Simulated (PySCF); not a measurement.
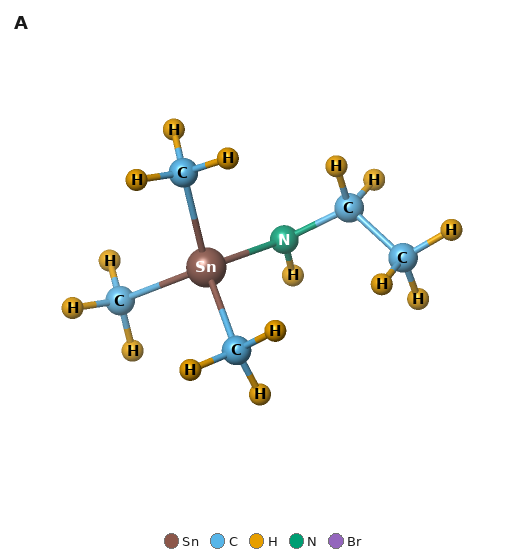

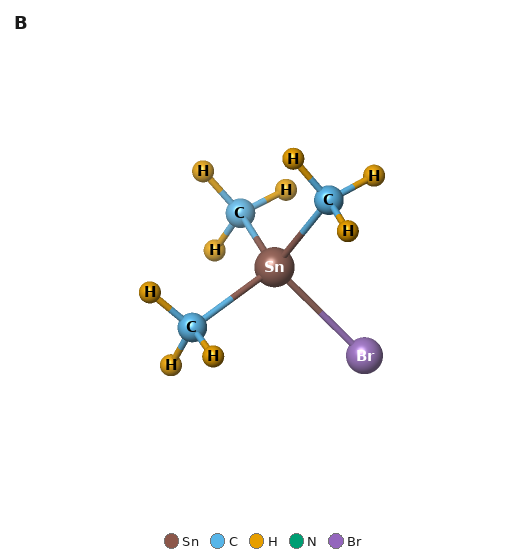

Two related species, optimised with PBE0-D3(BJ)/def2-SVP; properties computed with PySCF 2.14.0. Both: charge 0, singlet.

> What are A and B?

A is SnMe3(NHEt), B is SnBrMe3.

Compare them. With B3LYP/def2-SVPD, core potentials on Sn: dipole moment (D), HOMO–LUMO gap (eV), HOMO energy (Kohn–Sham orbital) (eV), lowest vertical singlet excitation (eV), mean static polarisability (bohr³). With PBE0-D3(BJ)/def2-SVP: mean Sn–C length (Å).

```tsv
quantity	A	B
dipole moment (D)	0.77	3.44
HOMO–LUMO gap (eV)	5.71	6.74
HOMO energy (Kohn–Sham orbital) (eV)	−5.86	−7.38
lowest vertical singlet excitation (eV)	4.93	5.76
mean static polarisability (bohr³)	113.6	102.8
mean Sn–C length (Å)	2.153	2.145
```

Each is one conformer, and no frequency run is at hand to confirm it as a minimum.
